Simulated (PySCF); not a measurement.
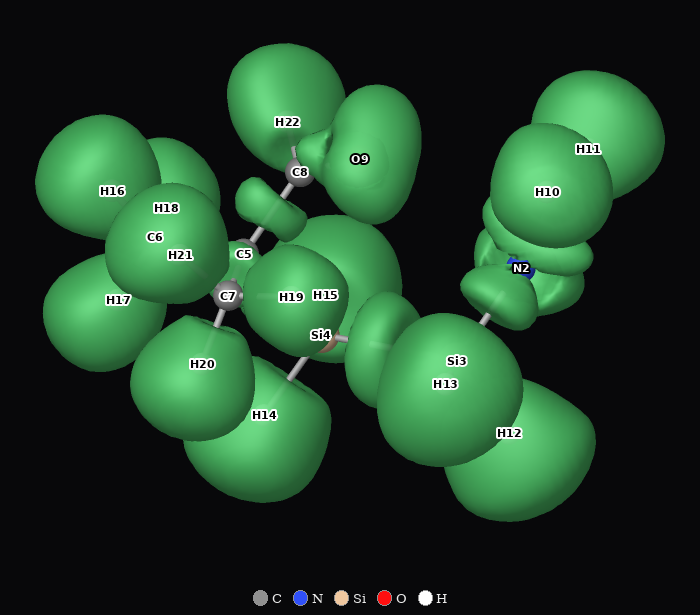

The picture shows: C₅H₁₃NOSi₂. Isosurface of the ELF at 0.75 (green), seen across its widest extent. Only the valence region is drawn (cores and ρ < 0.01 e/Å³ removed).

Geometry: GFN2-xTB.

Computed with PBE0/pcSseg-1, SCF density, gas phase, non-relativistic (PySCF 2.14.0).

```yaml
atoms:
  - { symbol: C, position_ang: [3.3965, -0.1180, -0.8147] }
  - { symbol: N, position_ang: [2.6324, -1.0836, -0.6081] }
  - { symbol: Si, position_ang: [1.6204, -1.5819, 0.6818] }
  - { symbol: Si, position_ang: [-0.5111, -1.3564, -0.1832] }
  - { symbol: C, position_ang: [-1.1312, 0.4938, -0.0545] }
  - { symbol: C, position_ang: [-2.5337, 0.6343, -0.6305] }
  - { symbol: C, position_ang: [-1.0847, 0.9221, 1.4096] }
  - { symbol: C, position_ang: [-0.1185, 1.2035, -0.8542] }
  - { symbol: O, position_ang: [0.9679, 1.5607, -0.4589] }
  - { symbol: H, position_ang: [3.6301, 0.6587, -0.0860] }
  - { symbol: H, position_ang: [3.8751, -0.0190, -1.7863] }
  - { symbol: H, position_ang: [2.0081, -2.9881, 0.8212] }
  - { symbol: H, position_ang: [1.7798, -0.9437, 2.0006] }
  - { symbol: H, position_ang: [-1.5519, -2.0893, 0.5565] }
  - { symbol: H, position_ang: [-0.7119, -1.7335, -1.5899] }
  - { symbol: H, position_ang: [-2.8728, 1.6690, -0.5749] }
  - { symbol: H, position_ang: [-3.2350, 0.0192, -0.0714] }
  - { symbol: H, position_ang: [-2.5632, 0.3210, -1.6718] }
  - { symbol: H, position_ang: [-0.0546, 0.9669, 1.7553] }
  - { symbol: H, position_ang: [-1.6415, 0.2321, 2.0404] }
  - { symbol: H, position_ang: [-1.5194, 1.9156, 1.5226] }
  - { symbol: H, position_ang: [-0.3911, 1.3362, -1.9215] }
```

> What do the ELF domains correspond to?

The surface consists of three regions between bonded C–C atoms (shared pairs), one region between bonded C–Si atoms (shared pairs), one region between bonded Si–Si atoms (shared pairs), 13 regions around hydrogen nuclei, one region on N in which the atom's valence shell and bonds are merged and one region on O in which the atom's valence shell and bonds are merged. Along the contacts the grid gives the following. C–O (1.21 Å): the ELF peaks at about 0.85 between the atoms; a multiple bond. C–N (1.25 Å): the ELF peaks at about 0.90 between the atoms (a multiple bond).
